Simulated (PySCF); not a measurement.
Vertical excitations of a molecule C4H7FO from TDDFT-CAM-B3LYP/def2-SVPD in PySCF, as energy in eV (oscillator strength): 7.15 (0.001), 7.52 (0.023), 8.24 (0.000), 8.35 (0.031), 8.60 (0.006), 8.83 (0.027), 8.94 (0.083), 8.95 (0.002), 9.12 (0.006), 9.36 (0.009). Lowest triplet (TDA): 6.74 eV. Coordinates come from a PBE0-D3(BJ)/def2-SVP optimisation. Other conformers were not sampled.

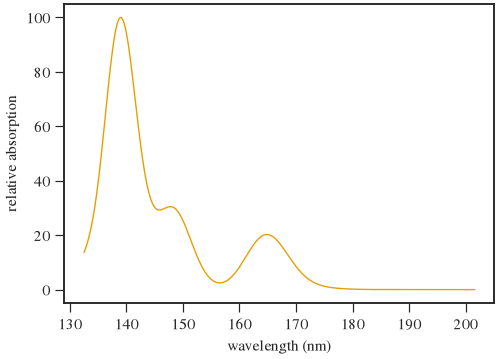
Fig. 1. The lines broadened by 0.4 eV.

Which structure fits?
A. CO[C@@H]1C[C@@H]1F
B. C=C(F)COC
C. CC1(F)COC1
D. CC(=O)[C@H](C)F

C, CC1(F)COC1
